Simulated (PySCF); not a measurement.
B(H)(Me)2, SMILES B(C)C (C2H7B) at its PBE0/def2-SVP optimised geometry (Å):

```
10

B      0.2933     0.0004     0.0000
H      1.5110     0.0004     0.0000
C     -0.4412     1.3803     0.0000
H      0.0661     2.1508     0.6012
H     -1.5110     1.3445     0.2558
H     -0.3715     1.7397    -1.0476
C     -0.4413    -1.3794     0.0003
H     -0.3733    -1.7372     1.0485
H      0.0666    -2.1508    -0.5991
H     -1.5107    -1.3437    -0.2569
```

Level of theory: PySCF with PBE0/def2-TZVP.

Map of the deformation density (molecule minus spherical neutral atoms) (e/bohr³) on the plane z = 0.8 Å:

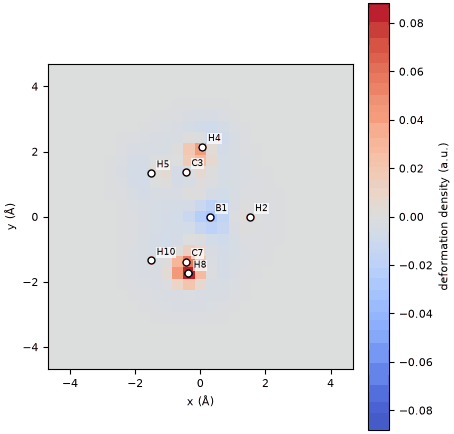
Figure: Deformation density (molecule minus spherical neutral atoms) (e/bohr³) on the plane z = 0.8 Å.
